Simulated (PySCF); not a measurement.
# One shape, several levels: CH3BFNS (SMILES [H]/N=C(\F)BS)

Aim: a comparison of 5 runs (B3LYP/6-31G*, CAM-B3LYP/6-311+G**, SVWN5/6-311+G**, wB97X/pcseg-2) of CH3BFNS. The job is set up through a Python script.

The calculation is run with PySCF 2.14.0.

**1. Starting point**

CH3BFNS: 8 atoms, total charge 0, spin state singlet. SMILES: `[H]/N=C(\F)BS`. The shape is that of a PBE0-D4/def2-TZVP optimisation. This is one conformer, not always the lowest.

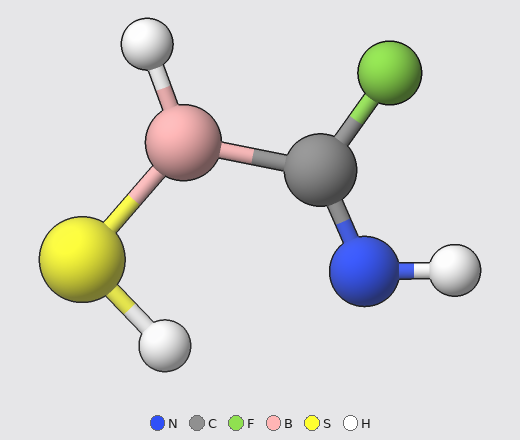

The structure, seen from a chosen angle (nitrogen blue, carbon grey, fluorine green, boron pink, sulfur yellow, hydrogen white).

**2. Energy and gradient at B3LYP/6-31G(d) (spherical functions) (run 1)**

File input.xyz:

```xyz
8

N     -0.609500     1.141200     0.549300
C      0.366200     0.358100     0.495800
F      1.453300     0.539900     1.282800
B      0.458400    -0.897500    -0.457500
S     -0.874300    -1.263500    -1.539900
H     -0.474800     1.889400     1.229400
H      1.414400    -1.604000    -0.459200
H     -1.641600    -0.220700    -1.156700
```

File run.py:

```python
from pyscf import gto, dft

mol = gto.Mole()
mol.atom = 'input.xyz'
mol.verbose = 3
mol.spin = 0
mol.basis = '6-31g*'
mol.max_memory = 1860
mol.build()

mf = dft.RKS(mol, xc='b3lyp')
mf.grids.level = 5
mf.conv_tol = 1e-10
mf.kernel()
if not mf.converged:
    mf = mf.newton().run(mf.mo_coeff, mf.mo_occ)

e_final = mf.e_tot
print('Final energy', e_final)
grad = mf.nuc_grad_method().kernel()
mf.analyze()
```

Command:

```console
$ OMP_NUM_THREADS=1 python run.py
```

Output:

```text
converged SCF energy = -617.54719030471
Final energy -617.54719030471
[... 18 lines left out ...]
MO #10  energy= -1.22767416064729  occ= 2
[... 9 lines left out ...]
MO #20  energy= -0.337942799599089 occ= 2
[... 9 lines left out ...]
MO #30  energy= 0.199930663741626  occ= 0
[... 9 lines left out ...]
MO #40  energy= 0.573498446472517  occ= 0
[... 9 lines left out ...]
MO #50  energy= 0.904058542916402  occ= 0
[... 9 lines left out ...]
MO #60  energy= 1.37307269737024   occ= 0
[... 9 lines left out ...]
MO #70  energy= 1.88585837717287   occ= 0
[... 9 lines left out ...]
MO #80  energy= 3.0917646757259    occ= 0
[... 9 lines left out ...]
Dipole moment(X, Y, Z, Debye): -0.17355,  0.69543,  0.45469
```

Run time: 68 s. Hardware: 1 thread of Intel Xeon at 2.50GHz (Skylake/Cascade Lake), shared host; peak memory 0.78 GiB.

**3. Energy and forces at B3LYP/6-31G(d) (Cartesian functions) (run 2)**

File mol.xyz:

```xyz
8

N     -0.609500     1.141200     0.549300
C      0.366200     0.358100     0.495800
F      1.453300     0.539900     1.282800
B      0.458400    -0.897500    -0.457500
S     -0.874300    -1.263500    -1.539900
H     -0.474800     1.889400     1.229400
H      1.414400    -1.604000    -0.459200
H     -1.641600    -0.220700    -1.156700
```

File job.py:

```python
from pyscf import gto, dft

mol = gto.Mole()
mol.atom = 'mol.xyz'
mol.verbose = 4
mol.cart = True
mol.basis = '6-31g*'
mol.max_memory = 1860
mol.build()

mf = dft.RKS(mol, xc='b3lyp')
mf.grids.level = 5
mf.conv_tol = 1e-10
mf.kernel()
if not mf.converged:
    mf = mf.newton().run(mf.mo_coeff, mf.mo_occ)

etot = mf.e_tot
print(f'total energy: {etot:.8f} hartree')
grad = mf.nuc_grad_method().kernel()
dip = mf.dip_moment()
pop, q = mf.mulliken_pop()
```

Command:

```console
$ OMP_NUM_THREADS=1 python job.py
```

Output:

```text
PySCF version 2.14.0

[... 79 lines left out ...]
converged SCF energy = -617.55356064982
total energy: -617.55356065 hartree
[... 12 lines left out ...]
Dipole moment(X, Y, Z, Debye): -0.17161,  0.68908,  0.45073
[... 94 lines left out ...]
charge of    7H =      0.14862
```

Run time: 68 s. Hardware: 1 thread of Intel Xeon at 2.50GHz (Skylake/Cascade Lake), shared host; peak memory 0.83 GiB.

Runs 3 to 4 aren't shown in full; the table further down has their settings and results.

**4. Energy and gradient at wB97X/pcseg-2 (run 5)**

File geometry.xyz:

```xyz
8

N     -0.609500     1.141200     0.549300
C      0.366200     0.358100     0.495800
F      1.453300     0.539900     1.282800
B      0.458400    -0.897500    -0.457500
S     -0.874300    -1.263500    -1.539900
H     -0.474800     1.889400     1.229400
H      1.414400    -1.604000    -0.459200
H     -1.641600    -0.220700    -1.156700
```

File run.py:

```python
# N=C(F)BS
import pyscf.grad
from pyscf import gto, dft

mol = gto.M(
    atom='geometry.xyz',
    spin=0,
    basis='pcseg-2',
    charge=0,
    verbose=4,
    max_memory=1860,
)

calc0 = dft.RKS(mol)
calc0.xc = 'wb97x'
calc0.grids.level = 5
calc0.conv_tol = 1e-10
calc0.kernel()
if not calc0.converged:
    calc0 = calc0.newton().run(calc0.mo_coeff, calc0.mo_occ)

energy = calc0.e_tot
print(f'total energy: {energy:.8f} hartree')
grad = calc0.Gradients().kernel()
calc0.analyze()
```

Command:

```console
$ OMP_NUM_THREADS=1 python run.py
```

Output:

```text
PySCF version 2.14.0

[... 105 lines left out ...]
MO #4   energy= -10.3825867146049  occ= 2
[... 23 lines left out ...]
MO #28  energy= 0.134108852349495  occ= 0
[... 23 lines left out ...]
MO #52  energy= 0.628740029772627  occ= 0
[... 23 lines left out ...]
MO #76  energy= 1.32256377460675   occ= 0
[... 23 lines left out ...]
MO #100 energy= 2.15983883141947   occ= 0
[... 23 lines left out ...]
MO #124 energy= 3.43167280710384   occ= 0
[... 23 lines left out ...]
MO #148 energy= 4.24071067924568   occ= 0
[... 23 lines left out ...]
MO #172 energy= 5.13490603740617   occ= 0
[... 23 lines left out ...]
MO #196 energy= 25.5378280613373   occ= 0
[... 207 lines left out ...]
Dipole moment(X, Y, Z, Debye): -0.24133,  0.49446,  0.25352
```

It took 18 min on 1 thread of Intel Xeon at 2.50GHz (Skylake/Cascade Lake), shared host; peak memory 3 GiB.

**5. The series**

```
run                               level  Cartesian functions  energy (Eh)  dipole moment (D)  HOMO energy (eV)  LUMO energy (eV)  wall time
  1  B3LYP/6-31G* (spherical functions)                   no  -617.547190               0.85             -8.02             -2.29       68 s
  2  B3LYP/6-31G* (Cartesian functions)                  yes  -617.553561               0.84             -8.02             -2.29       68 s
  3                 CAM-B3LYP/6-311+G**                   no  -617.559656               0.68             -9.82             -1.39    4.6 min
  4                     SVWN5/6-311+G**                   no  -614.563119               0.79             -7.55             -3.64       90 s
  5                       wB97X/pcseg-2                   no  -617.610306               0.61            -10.83             -0.26     18 min
```

**6. Summary of results**

| quantity | value |
| --- | --- |
| run 5: total energy | -617.61031 Eh |
| run 5: dipole moment | 0.61 D |
| run 5: HOMO energy | -10.83 eV |
| run 5: LUMO energy | -0.26 eV |
| run 5: HOMO–LUMO gap | 10.57 eV |
| run 5: largest force on an atom | 0.267 eV/Å |

The dipole moment (its size) runs from 0.61 D (wB97X/pcseg-2) to 0.85 D (B3LYP/6-31G*). The two ends differ in method and basis. The HOMO–LUMO gap runs from 3.92 eV (SVWN5/6-311+G**) to 10.57 eV (wB97X/pcseg-2). Totals of different functionals can't be ranked against each other. All runs together took 27 min, the longest 18 min.
